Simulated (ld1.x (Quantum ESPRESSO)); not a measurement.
# W: generating and testing a TM potential

Aim: build the potential from the settings below, then test how well it stands in for the atom: other configurations, scattering, ghost states and the plane-wave cutoff that it needs.

Program: ld1.x (Quantum ESPRESSO) 7.5. Reference atom: PBE, scalar-relativistic, spherical and spin-unpolarised. All values are calculated.

## 1. Settings

The settings as typed:

- element: tungsten (W, Z = 74)
- type: norm-conserving Troullier–Martins (Kleinman–Bylander form)
- frozen core: [Xe] 4f14
- valence charge: 6
- reference configuration: 5d4 6s2 6p0
- partial waves: 6s (bound): rc 2.30 bohr; 6p (bound, empty): rc 3.15 bohr; 5d (bound): rc 1.90 bohr
- local potential: the d channel
- core correction: not asked for

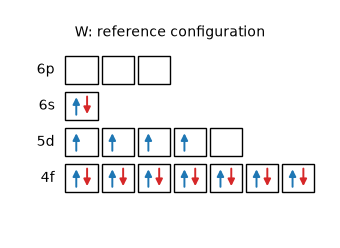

The outer shells as boxes. The arrows follow Hund's rule for the drawing; the calculation itself is spin-unpolarised.

The nodes and maxima of the atom's own shells, from an earlier all-electron run, set the scale for the radii.

All-electron outer shells of the reference configuration (PBE, scalar-relativistic, ld1.x):

```csv
shell,level (eV),outermost node (bohr),outermost maximum (bohr)
5p,-43.20,0.57,1.09
4f,-33.21,–,0.43
6s,-5.71,1.28,2.67
5d,-4.48,0.63,1.49
6p,-1.36,1.54,3.75
```

## 2. The generation run

W.in reads:

```
 &input
   title='W', zed=74., rel=1, dft='PBE', iswitch=3,
   config='[Xe] 4f14 5d4 6s2 6p0',
   nld=3, rlderiv=3.40, eminld=-2.0, emaxld=5.0, deld=0.02
 /
 &inputp
   pseudotype=2, tm=.true., lloc=2,
   nlcc=.false.,
   file_pseudopw='W.UPF', file_wfcaegen='ae.wfc', file_wfcncgen='nc.wfc', file_beta='beta', file_chi='chi'
 /
3
6S  1  0   2.00   0.00  2.30  2.30  0.0
6P  2  1   0.00   0.00  3.15  3.15  0.0
5D  3  2   4.00   0.00  1.90  1.90  0.0
 &test
   configts(1)='5d4 6s2 6p0'
 /
```

Started as:

```sh
ld1.x < W.in > W.out
```

Output in W.out (without the banner and most projector matrices):

```text
     Program LD1 v.7.5
     --------------------------- All-electron run ----------------------------

     W
     scalar relativistic calculation

     atomic number is 74.00
     dft =PBE   lsd =0 sic =0 latt =0  beta=0.20 tr2=1.0E-14
     Exchange-correlation= PBE
                           (   1   4   3   4   0   0   0)
     mesh =1273 r(mesh) =  99.08072 a.u. xmin = -7.00 dx = 0.01250
     1 Ry =  13.60569312 eV, c = 137.03599908

     n l     nl                  e(Ry)          e(Ha)          e(eV)
     1 0     1S 1( 2.00)     -5108.0325     -2554.0163    -69498.3227
     2 0     2S 1( 2.00)      -881.6250      -440.8125    -11995.1197
     2 1     2P 1( 6.00)      -770.9375      -385.4687    -10489.1389
     3 0     3S 1( 2.00)      -203.0444      -101.5222     -2762.5605
     3 1     3P 1( 6.00)      -170.2715       -85.1358     -2316.6624
     4 0     4S 1( 2.00)       -41.8880       -20.9440      -569.9155
     4 1     4P 1( 6.00)       -31.1402       -15.5701      -423.6836
     3 2     3D 1(10.00)      -132.6048       -66.3024     -1804.1802
     5 0     5S 1( 2.00)        -5.8117        -2.9059       -79.0726
     5 1     5P 1( 6.00)        -3.1753        -1.5876       -43.2016
     4 2     4D 1(10.00)       -17.5243        -8.7621      -238.4301
     4 3     4F 1(14.00)        -2.4407        -1.2203       -33.2069
     5 2     5D 1( 4.00)        -0.3293        -0.1646        -4.4800
     6 0     6S 1( 2.00)        -0.4199        -0.2099        -5.7127
     6 1     6P 1( 0.00)        -0.1001        -0.0500        -1.3613

     final scf error:  6.9E-15 reached in  30 iterations

     Etot =  -32285.036163 Ry,  -16142.518081 Ha, -439260.294494 eV

     Ekin =   35580.599384 Ry,   17790.299692 Ha,  484098.716355 eV
     Encl =  -79832.739882 Ry,  -39916.369941 Ha,-1086179.759999 eV
     Eh   =   12612.479938 Ry,    6306.239969 Ha,  171601.531560 eV
     Exc  =    -645.375604 Ry,    -322.687802 Ha,   -8780.782411 eV

     normalization and overlap integrals

     s(1S/1S) =  1.000000  <r> =   0.0183  <r2> =    0.0005  r(max) =   0.0115
     s(2S/2S) =  1.000000  <r> =   0.0776  <r2> =    0.0071  r(max) =   0.0653
     s(2P/2P) =  1.000000  <r> =   0.0694  <r2> =    0.0059  r(max) =   0.0541
     s(3S/3S) =  1.000000  <r> =   0.2010  <r2> =    0.0462  r(max) =   0.1842
     s(3P/3P) =  1.000000  <r> =   0.2013  <r2> =    0.0470  r(max) =   0.1842
     s(4S/4S) =  1.000000  <r> =   0.4495  <r2> =    0.2281  r(max) =   0.4204
     s(4P/4P) =  1.000000  <r> =   0.4780  <r2> =    0.2599  r(max) =   0.4419
     s(3D/3D) =  1.000000  <r> =   0.1824  <r2> =    0.0390  r(max) =   0.1490
     s(5S/5S) =  1.000000  <r> =   1.0670  <r2> =    1.2795  r(max) =   0.9593
     s(5P/5P) =  1.000000  <r> =   1.2493  <r2> =    1.7716  r(max) =   1.0870
     s(4D/4D) =  1.000000  <r> =   0.5113  <r2> =    0.3030  r(max) =   0.4531
     s(4F/4F) =  1.000000  <r> =   0.6078  <r2> =    0.4644  r(max) =   0.4310
     s(5D/5D) =  1.000000  <r> =   2.0741  <r2> =    5.2814  r(max) =   1.4858
     s(6S/6S) =  1.000000  <r> =   3.1762  <r2> =   11.5366  r(max) =   2.6736
     s(6P/6P) =  1.000000  <r> =   4.8422  <r2> =   27.6044  r(max) =   3.7469

     ------------------------ End of All-electron run ------------------------

     --------------------- Generating NC pseudopotential ---------------------

      Generating local pot.: lloc=2, matching radius rcloc =   1.9000

      Wfc   6S  rcut= 2.273  Using Troullier-Martins method

      Wfc   6P  rcut= 3.145  Using Troullier-Martins method

     ------------------- End of pseudopotential generation -------------------

     [... the all-electron block is printed once more ...]


     Computing logarithmic derivative in   3.41168
     Computing logarithmic derivative in   3.41168
     Computing the partial wave expansion
     R is outside the sphere for l=    0 j= 0.00
     R is outside the sphere for l=    1 j= 0.00
       no projector for channel:   2

     ---------------------- Testing the pseudopotential ----------------------

     W
     scalar relativistic calculation

     atomic number is 74.00   valence charge is  6.00
     dft =PBE   lsd =0 sic =0 latt =0  beta=0.20 tr2=1.0E-14
     mesh =1273 r(mesh) =  99.08072 xmin = -7.00 dx = 0.01250

     n l     nl             e AE (Ry)        e PS (Ry)    De AE-PS (Ry)
     3 2     5D   1( 4.00)       -0.32927       -0.32928        0.00000
     1 0     6S   1( 2.00)       -0.41988       -0.41988        0.00000
     2 1     6P   1( 0.00)       -0.10005       -0.10005       -0.00000

     eps = 7.0E-15  iter = 13

     Etot =  -32285.036163 Ry,  -16142.518081 Ha, -439260.294494 eV
     Etotps =   -14.607386 Ry,      -7.303693 Ha,    -198.743609 eV

     Ekin =      13.005641 Ry,       6.502820 Ha,     176.950757 eV
     Encl =     -38.623459 Ry,     -19.311729 Ha,    -525.498928 eV
     Ehrt =      13.441726 Ry,       6.720863 Ha,     182.884000 eV
     Ecxc =      -3.367130 Ry,      -1.683565 Ha,     -45.812131 eV
     Epseu=       0.935836 Ry,       0.467918 Ha,      12.732693 eV

     ---------------------- End of pseudopotential test ----------------------
```

Wall time 1.9 s (1 thread of Neoverse-V1, shared host). This counts the later configuration tests of the new file too.

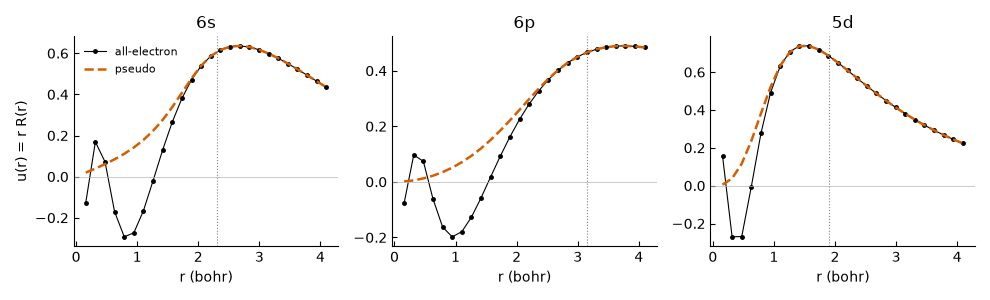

Bound waves of the atom and their pseudo partners (6s, 6p, 5d), with the matching radii dotted. The curves join 26 sampled radii, too few to resolve the innermost nodes.

## 3. Configuration tests

W.test.in reads:

```
 &input
   title='W', zed=74., rel=1, dft='PBE', iswitch=2,
   config='[Xe] 4f14 5d4 6s2 6p0'
 /
 &test
   file_pseudo='W.UPF', nconf=8,
   configts(1)='5d4 6s2 6p0',
   configts(2)='5d4 6s1 6p0',
   configts(3)='5d4 6s0 6p0',
   configts(4)='5d3 6s0 6p0',
   configts(5)='5d3 6s2 6p0',
   configts(6)='5d5 6s0 6p0',
   configts(7)='5d4 6s1 6p1',
   configts(8)='5d5 6s1 6p0'
 /
```

Started as:

```sh
ld1.x < W.test.in > W.test.out
```

W.test.out, the pseudopotential blocks, each with the warnings that came before it:

```text
     ---------------------- Testing the pseudopotential ----------------------

     W
     scalar relativistic calculation

     atomic number is 74.00   valence charge is  6.00
     dft =PBE   lsd =0 sic =0 latt =0  beta=0.20 tr2=1.0E-14
     mesh =1273 r(mesh) =  99.08072 xmin = -7.00 dx = 0.01250

     n l     nl             e AE (Ry)        e PS (Ry)    De AE-PS (Ry)
     3 2     5D   1( 4.00)       -0.32927       -0.32928        0.00000
     1 0     6S   1( 2.00)       -0.41988       -0.41988        0.00000
     2 1     6P   1( 0.00)       -0.10005       -0.10005       -0.00000

     eps = 7.4E-15  iter = 17

     Etot =  -32285.036163 Ry,  -16142.518081 Ha, -439260.294495 eV
     Etotps =   -14.607386 Ry,      -7.303693 Ha,    -198.743611 eV

     Ekin =      13.005641 Ry,       6.502820 Ha,     176.950757 eV
     Encl =     -38.623459 Ry,     -19.311729 Ha,    -525.498930 eV
     Ehrt =      13.441726 Ry,       6.720863 Ha,     182.884001 eV
     Ecxc =      -3.367130 Ry,      -1.683565 Ha,     -45.812131 eV
     Epseu=       0.935836 Ry,       0.467918 Ha,      12.732693 eV

     ---------------------- End of pseudopotential test ----------------------

     Warning: n=2, l=1 expected 0 nodes, found 1
     ---------------------- Testing the pseudopotential ----------------------

     W
     [...]
     n l     nl             e AE (Ry)        e PS (Ry)    De AE-PS (Ry)
     3 2     5D   1( 4.00)       -0.86192       -0.86085       -0.00108
     1 0     6S   1( 1.00)       -0.89530       -0.89349       -0.00181
     2 1     6P   1( 0.00)       -0.50053       -0.50053        0.00000

     eps = 9.3E-15  iter = 30

     Etot =  -32284.383265 Ry,  -16142.191633 Ha, -439251.411371 eV
     Etotps =   -13.954849 Ry,      -6.977424 Ha,    -189.865389 eV
     dEtot_ae =       0.652898 Ry
     dEtot_ps =       0.652537 Ry,   Delta E=       0.000360 Ry

     [...]
     ---------------------- End of pseudopotential test ----------------------

     ---------------------- Testing the pseudopotential ----------------------

     W
     [...]
     n l     nl             e AE (Ry)        e PS (Ry)    De AE-PS (Ry)
     3 2     5D   1( 4.00)       -1.46122       -1.45496       -0.00626  !
     1 0     6S   1( 0.00)       -1.41739       -1.40557       -0.01182  !
     2 1     6P   1( 0.00)       -0.95514       -0.95514        0.00000

     eps = 2.4E-15  iter = 12

     Etot =  -32283.230847 Ry,  -16141.615423 Ha, -439235.731921 eV
     Etotps =   -12.807735 Ry,      -6.403867 Ha,    -174.258108 eV
     dEtot_ae =       1.805316 Ry
     dEtot_ps =       1.799651 Ry,   Delta E=       0.005665 Ry

     [...]
     ---------------------- End of pseudopotential test ----------------------

     ---------------------- Testing the pseudopotential ----------------------

     W
     [...]
     n l     nl             e AE (Ry)        e PS (Ry)    De AE-PS (Ry)
     3 2     5D   1( 3.00)       -2.28639       -2.28129       -0.00510  !
     1 0     6S   1( 0.00)       -2.08186       -2.05874       -0.02312  !
     2 1     6P   1( 0.00)       -1.53018       -1.53018        0.00000

     eps = 3.2E-15  iter = 12

     Etot =  -32281.365306 Ry,  -16140.682653 Ha, -439210.349951 eV
     Etotps =   -10.947603 Ry,      -5.473801 Ha,    -148.949727 eV
     dEtot_ae =       3.670856 Ry
     dEtot_ps =       3.659783 Ry,   Delta E=       0.011073 Ry

     [...]
     ---------------------- End of pseudopotential test ----------------------

     ---------------------- Testing the pseudopotential ----------------------

     W
     [...]
     n l     nl             e AE (Ry)        e PS (Ry)    De AE-PS (Ry)
     3 2     5D   1( 3.00)       -0.99174       -0.99437        0.00263
     1 0     6S   1( 2.00)       -0.96542       -0.96538       -0.00005
     2 1     6P   1( 0.00)       -0.54328       -0.54328        0.00000

     eps = 4.9E-15  iter = 35

     Etot =  -32284.387175 Ry,  -16142.193588 Ha, -439251.464568 eV
     Etotps =   -13.957287 Ry,      -6.978644 Ha,    -189.898568 eV
     dEtot_ae =       0.648988 Ry
     dEtot_ps =       0.650099 Ry,   Delta E=      -0.001111 Ry

     [...]
     ---------------------- End of pseudopotential test ----------------------

     ---------------------- Testing the pseudopotential ----------------------

     W
     [...]
     n l     nl             e AE (Ry)        e PS (Ry)    De AE-PS (Ry)
     3 2     5D   1( 5.00)       -0.74575       -0.74068       -0.00508  !
     1 0     6S   1( 0.00)       -0.83049       -0.82663       -0.00387
     2 1     6P   1( 0.00)       -0.46085       -0.46045       -0.00040

     eps = 2.3E-15  iter = 13

     Etot =  -32284.323829 Ry,  -16142.161914 Ha, -439250.602700 eV
     Etotps =   -13.894813 Ry,      -6.947406 Ha,    -189.048560 eV
     dEtot_ae =       0.712334 Ry
     dEtot_ps =       0.712573 Ry,   Delta E=      -0.000239 Ry

     [...]
     ---------------------- End of pseudopotential test ----------------------

     ---------------------- Testing the pseudopotential ----------------------

     W
     [...]
     n l     nl             e AE (Ry)        e PS (Ry)    De AE-PS (Ry)
     3 2     5D   1( 4.00)       -0.43350       -0.43529        0.00179
     1 0     6S   1( 1.00)       -0.49664       -0.49639       -0.00025
     2 1     6P   1( 1.00)       -0.15553       -0.15546       -0.00006

     eps = 2.8E-15  iter = 18

     Etot =  -32284.705785 Ry,  -16142.352892 Ha, -439255.799470 eV
     Etotps =   -14.277032 Ry,      -7.138516 Ha,    -194.248919 eV
     dEtot_ae =       0.330378 Ry
     dEtot_ps =       0.330354 Ry,   Delta E=       0.000024 Ry

     [...]
     ---------------------- End of pseudopotential test ----------------------

     ---------------------- Testing the pseudopotential ----------------------

     W
     [...]
     n l     nl             e AE (Ry)        e PS (Ry)    De AE-PS (Ry)
     3 2     5D   1( 5.00)       -0.24382       -0.24248       -0.00134
     1 0     6S   1( 1.00)       -0.37816       -0.37846        0.00030
     2 1     6P   1( 0.00)       -0.08390       -0.08483        0.00093

     eps = 6.9E-15  iter = 23

     Etot =  -32284.923063 Ry,  -16142.461532 Ha, -439258.755698 eV
     Etotps =   -14.493095 Ry,      -7.246547 Ha,    -197.188600 eV
     dEtot_ae =       0.113099 Ry
     dEtot_ps =       0.114291 Ry,   Delta E=      -0.001192 Ry

     [...]
     ---------------------- End of pseudopotential test ----------------------
```

The tests as a table, with energies relative to 5d4 6s2 6p0. A star marks tests that logged a warning.

| valence configuration | charge | ΔE all-electron (eV) | error AE − PS (meV) |
| --- | --- | --- | --- |
| 5d4 6s1 6p0 * | +1 | 8.883 | +4.9 |
| 5d4 6s0 6p0 | +2 | 24.563 | +77 |
| 5d3 6s0 6p0 | +3 | 49.945 | +151 |
| 5d3 6s2 6p0 | +1 | 8.830 | -15 |
| 5d5 6s0 6p0 | +1 | 9.692 | -3.3 |
| 5d4 6s1 6p1 | 0 | 4.495 | +0.3 |
| 5d5 6s1 6p0 | 0 | 1.539 | -16 |

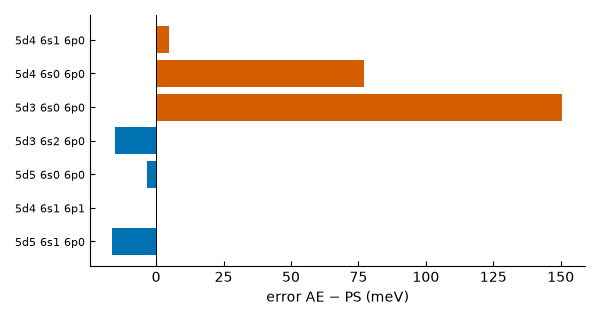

Error of the potential in each test configuration.

## 4. Logarithmic derivatives

Taken from the files of the generation run. The phase is arctan(r·u′/u) with u = r·R, unwrapped, with energies in Ry. A pole is an energy at which the radial function vanishes at the test radius. The pseudo phase is shifted by a multiple of π to meet the all-electron one at the reference energy. Levels narrower than the energy grid can be missing from the poles. The last column is the largest difference on the grid between −1 and +1 Ry.

| channel | radius (bohr) | reference (Ry) | poles AE | poles PS | window around the reference with phases within 0.05 rad (Ry) | largest difference near zero (rad) |
| --- | --- | --- | --- | --- | --- | --- |
| s | 3.41 | -0.42 | 0.42 | 0.41, 4.28 | below 1.7 | 0.006 |
| p | 3.41 | -0.10 | 1.44 | -0.55, 1.47 | -0.5 to 3.1 | 3.120 |
| d | 3.41 | -0.33 | -0.14, 3.32 | -0.14, 3.29 | the whole range | 0.003 |

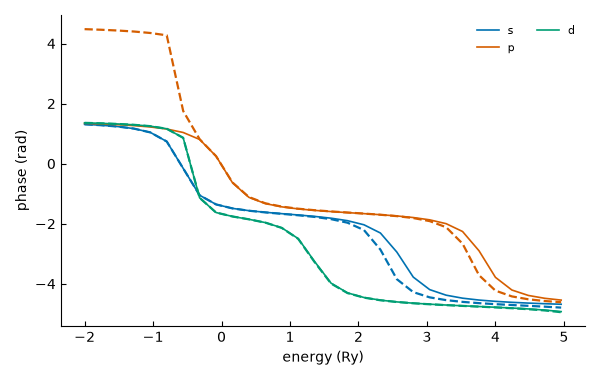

All-electron (solid) and pseudo (dashed) phases against energy.

## 5. Plane-wave convergence, by spherical Bessel functions

A separate test, outside the generator: the pseudo-atom's Hamiltonian at the reference potential is diagonalised in spherical Bessel functions j_l(qr) that vanish at 20 bohr, with q² up to the cutoff.

All-electron valence levels (Ry): 6s -0.4199, 6p -0.1001, 5d -0.3293. The lowest levels of each channel (Ry) by cutoff; the last column sums, over occupied levels, occupation times the distance from the level at 400 Ry. A positive value at high cutoff is not a bound level.

| cutoff (Ry) | s #1 | s #2 | p #1 | p #2 | d #1 | f #1 | Σ f·Δε (mRy) |
| --- | --- | --- | --- | --- | --- | --- | --- |
| 8 | -1.6597 | -0.4089 | -0.1000 | 0.0495 | -0.0756 | 0.1094 | 1036.4 |
| 10 | -2.3339 | -0.4139 | -0.1001 | 0.0495 | -0.1374 | 0.1094 | 779.3 |
| 12 | -2.8045 | -0.4170 | -0.1001 | 0.0473 | -0.1971 | 0.1094 | 534.5 |
| 15 | -3.0873 | -0.4187 | -0.2985 | -0.1000 | -0.2466 | 0.1094 | 333.2 |
| 18 | -3.2702 | -0.4193 | -0.4294 | -0.1000 | -0.2955 | 0.1094 | 136.4 |
| 25 | -3.3163 | -0.4194 | -0.5463 | -0.1000 | -0.3225 | 0.1094 | 28.2 |
| 30 | -3.3178 | -0.4197 | -0.5593 | -0.1000 | -0.3279 | 0.1094 | 5.9 |
| 35 | -3.3179 | -0.4198 | -0.5617 | -0.1000 | -0.3291 | 0.1094 | 0.9 |
| 40 | -3.3180 | -0.4198 | -0.5619 | -0.1000 | -0.3292 | 0.1094 | 0.4 |
| 45 | -3.3181 | -0.4198 | -0.5619 | -0.1000 | -0.3292 | 0.1094 | 0.3 |
| 400 | -3.3184 | -0.4199 | -0.5623 | -0.1000 | -0.3293 | 0.1094 | 0.0 |

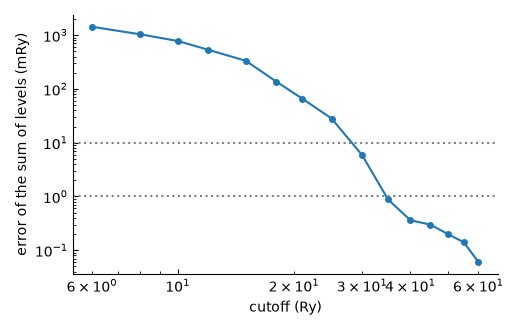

Occupation-weighted error of the valence levels against the cutoff; the dotted lines mark 10 and 1 mRy.

The sum stays within 10 mRy from 30 Ry and within 1 mRy from 35 Ry. The sum leaves out empty levels, which can need more. Ghost test: ghost states, bound below the all-electron valence or empty levels of the same l: s at -45.1 eV, p at -7.7 eV.

## 6. Results

| quantity | value |
| --- | --- |
| cutoffs for 10 and 1 mRy, occupied levels | 30 Ry and 35 Ry |
| bound ghosts | s at -45.15 eV, p at -7.65 eV |
| largest test error (AE − PS) | +151 meV, for 5d3 6s0 6p0 |
| largest phase difference near zero energy, channels read | 3.120 rad |

What this shows: A bound ghost (s, p) makes it unfit for use: electrons can fall into a state that the atom doesn't have. The worst unpolarised test, 5d3 6s0 6p0, is off by 151 meV on 49.9 eV; by total energies transferability rates as poor. That test lies far up in energy; among those under 40 eV, nearer to bonding, the largest error is 77 meV. The potential is soft on the atom at that tolerance: the looser tolerance needs 30 Ry. The slowest occupied level is 5d: taken alone it needs 35 Ry to come within 1 mRy, against 18 Ry for 6s. Of the channels read, p scatters worst near zero energy, by up to 3.12 rad. A step near π is an extra or missing state, not a misfit of shape. The pseudo curves have a pole with no partner nearby in the atom's: p at -0.55 Ry. All of this concerns the isolated atom, not yet a solid.
